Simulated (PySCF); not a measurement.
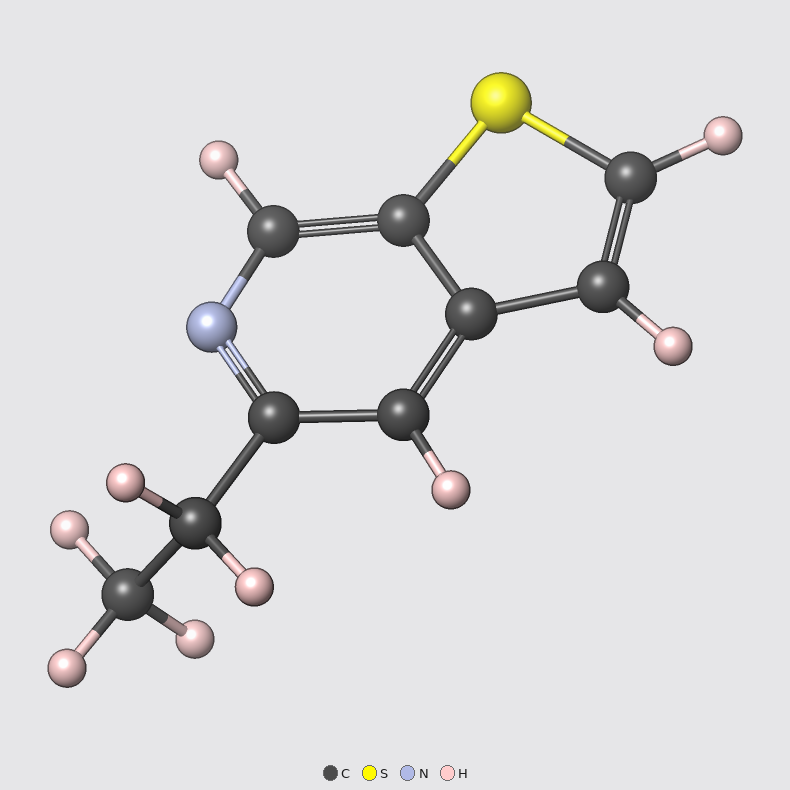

The picture shows a molecular structure as a ball-and-stick model. Multiple sticks mark multiple bonds (one Kekulé form).

Description:

The molecule is C9H9NS. SMILES: `CCc1cc2ccsc2cn1`. Independent rings (smallest set): 1 of 5 members, 1 of 6 members, 2 of them aromatic. This geometry has C1 symmetry. Coordination: 2 C tetrahedral; 7 C trigonal planar; 1 S bent; 1 N bent.

More results for the same structure follow; atom numbers are the same in all pictures, views and colours differ. The geometry was computed by an optimisation with PBE0-D3(BJ)/def2-SVP. No frequency run is at hand to confirm it as a minimum.

## NMR shielding

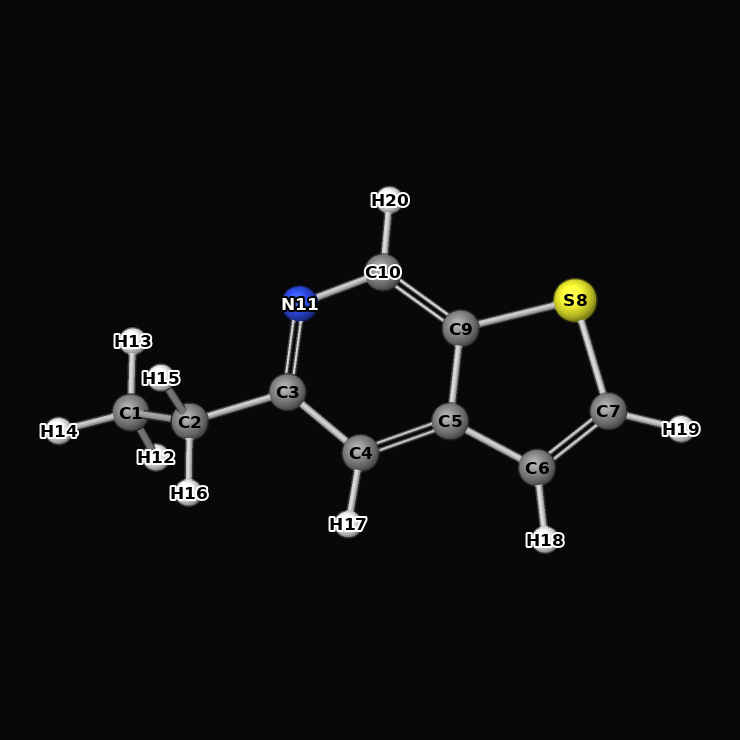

The questions are on isotropic NMR shieldings of the H atoms. No frequency run is at hand to confirm it as a minimum. Method: GIAO PBE0/pcSseg-1 NMR shielding, non-relativistic, IEF-PCM dimethylsulfoxide (PySCF 2.14.0).

Give the isotropic NMR shieldings of the H atoms atom by atom.

```
atom  σ (ppm)
 H12    30.18
 H13    29.45
 H14    29.79
 H15    28.27
 H16    28.48
 H17    23.32
 H18    23.51
 H19    23.34
 H20    21.98
```

## Dipole moment

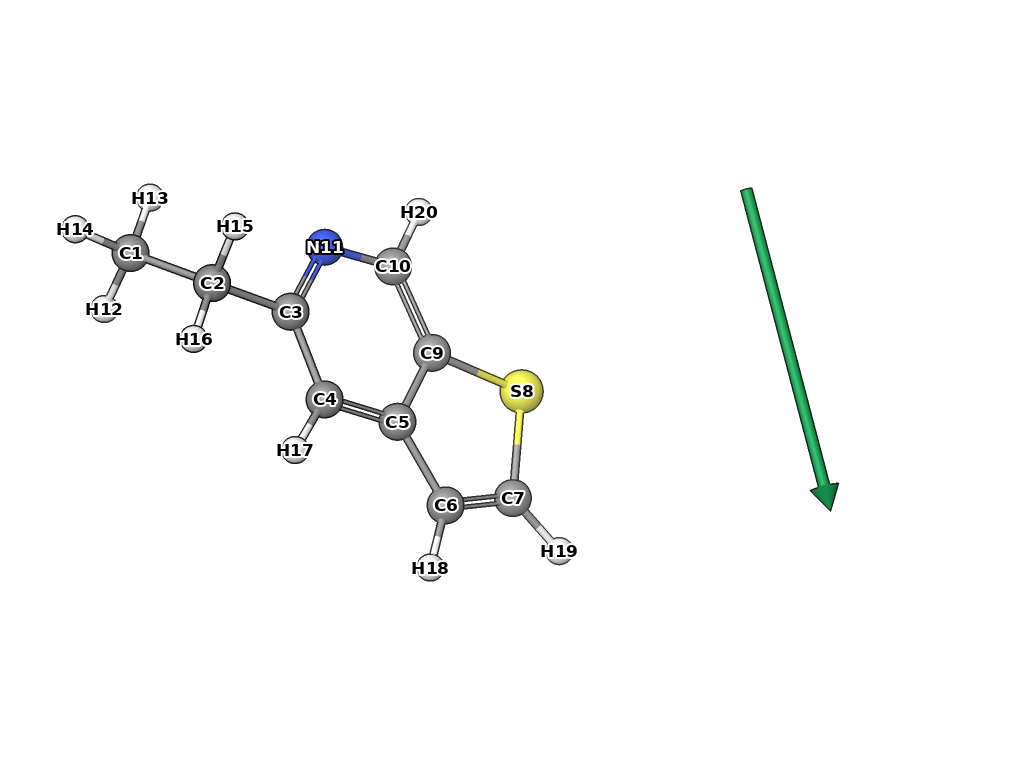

The arrow beside the molecule shows the direction of the dipole moment, from the negative to the positive end (its length means nothing). No frequency run is at hand to confirm it as a minimum. Properties computed with PBE0/pcSseg-1 in dimethylsulfoxide (IEF-PCM) (PySCF 2.14.0).

**Estimate the dipole moment.**

3.43 D; it points from the side of H13 to the side of H18, H19 (the outermost atoms at the two ends).

## Ring current

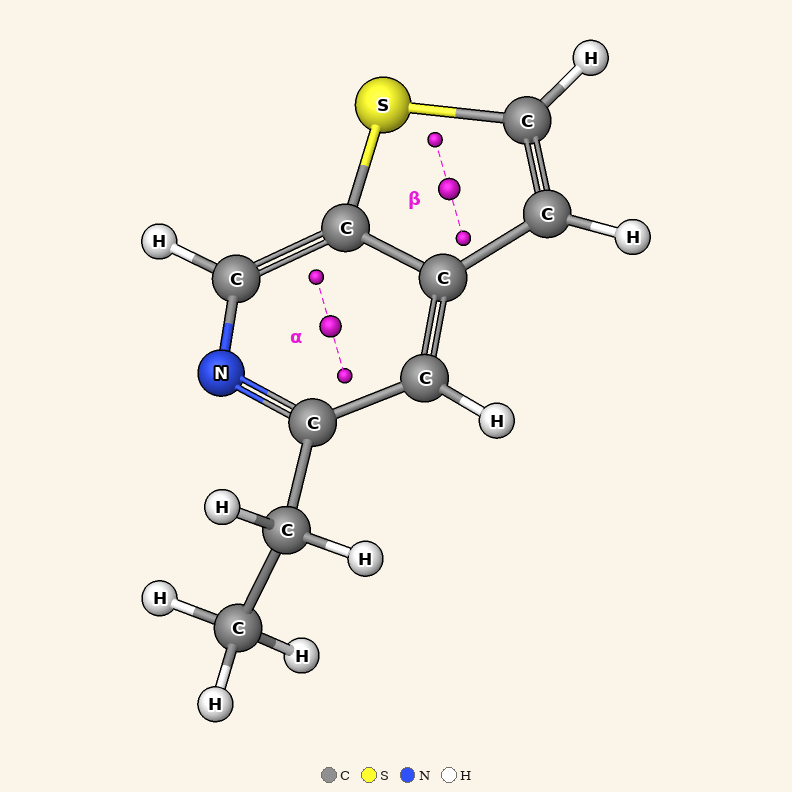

The small points mark where nucleus-independent chemical shifts (NICS) were computed: at the centre of each lettered ring and 1 Å above and below it. No frequency run is at hand to confirm it as a minimum. Level of theory: GIAO PBE0/pcSseg-1 NMR shielding, non-relativistic, IEF-PCM dimethylsulfoxide (PySCF 2.14.0).

Give NICS(0), NICS(1) and the out-of-plane component NICS(1)zz for each ring (means of the two sides).

| ring | members | NICS(0) | NICS(1) | NICS(1)zz |
| --- | --- | --- | --- | --- |
| α | C5N | −8.2 | −11.3 | −27.5 |
| β | C4S | −11.0 | −10.8 | −23.7 |

Values in ppm.

**What do the values say about the ring currents?**

Ring α: diatropic, as in an aromatic ring. Ring β: diatropic, as in an aromatic ring. NICS is one index among several.
